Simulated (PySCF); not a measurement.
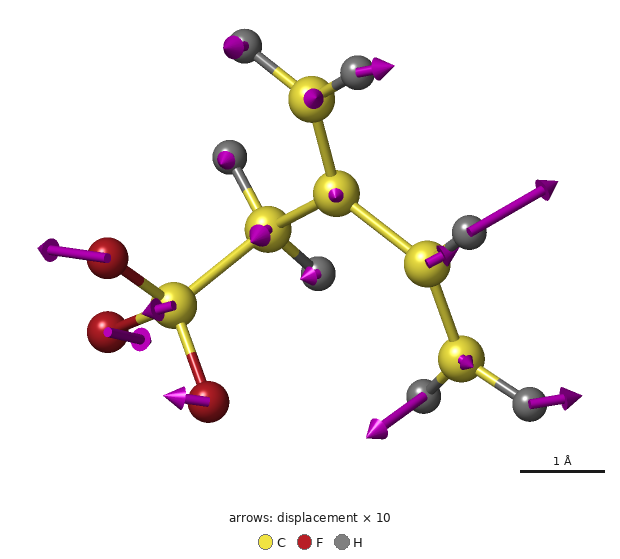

This is a relaxation of C$_{6}$H$_{7}$F$_{3}$. The starting structure is drawn; purple arrows show the displacements, 10 times their true length. The two geometries are superimposed by the best rigid fit.

Style: ball-and-stick. Shown at a tilt.

The start comes from GFN2-xTB.

Level of theory: PBE0-D3(BJ)/def2-SVP geometry optimisation, gas phase in PySCF. 

What happened in the run?

Answer. Over 6 geometry steps the energy falls by 1.50 kcal/mol. The largest force component goes from 0.8 to 0.02 eV/Å. The largest move after the best rigid fit is that of an H atom, 0.14 Å. By element the largest moves are H 0.14 Å, F 0.13 Å, C 0.05 Å. Some distances before and after: C–H 1.076 → 1.093 Å, C–C 1.333 → 1.344 Å, C–C 1.456 → 1.464 Å, C–H 1.091 → 1.099 Å. Among the angles between lasting bonds that change: C–C–C 110.8° → 114.5°. The run took roughly 80 core-seconds on a shared host.
